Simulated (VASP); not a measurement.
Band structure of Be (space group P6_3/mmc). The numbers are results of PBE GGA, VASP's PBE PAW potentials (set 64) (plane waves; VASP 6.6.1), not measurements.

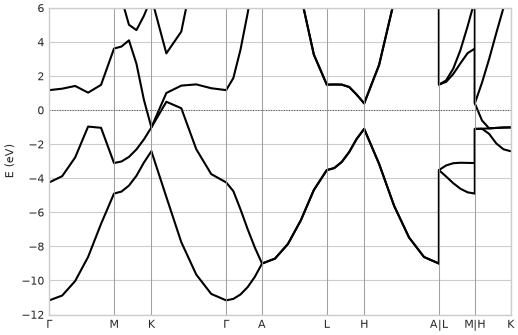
Figure. Bands along high-symmetry lines, zero at the valence-band maximum or, without a gap, the Fermi level

Q: Read the plot: is there a gap, and where are the band edges?

A: It has no gap at this level: it comes out as a metal or semimetal.

The structure is a typed Be crystal (P6_3/mmc). The cell was not relaxed at this level.
